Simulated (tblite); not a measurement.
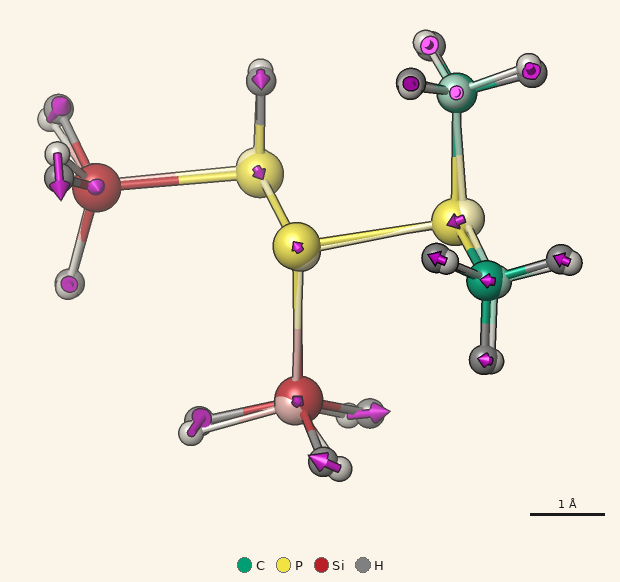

A relaxation of C2H13P3Si2. The starting structure is drawn faded, the final one solid; purple arrows show the displacements, 2 times their true length. The two geometries are superimposed by the best rigid fit.

A ball-and-stick model, seen at a tilt.

These are results of GFN2-xTB geometry optimisation, gas phase (tblite), not measurements. 

### Which element moves most?

Hydrogen: up to 0.37 Å, against 0.15 Å for silicon.

### Describe the change and its energy.

After 106 geometry steps the energy has fallen by 29.3 kJ/mol. The largest moves after the best rigid fit, 0.37 Å, are those of H atoms. Largest moves by element: H 0.37 Å, Si 0.15 Å, P 0.14 Å, C 0.11 Å. Among the contacts that change: P–P 2.283 → 2.167 Å, P–P 2.287 → 2.193 Å, P–Si 2.216 → 2.249 Å, C–P 1.824 → 1.854 Å. Bond angles that change, for instance: P–P–Si 102.3° → 96.5°, P–P–H 99.3° → 94.0°, P–Si–H 109.2° → 104.9°.
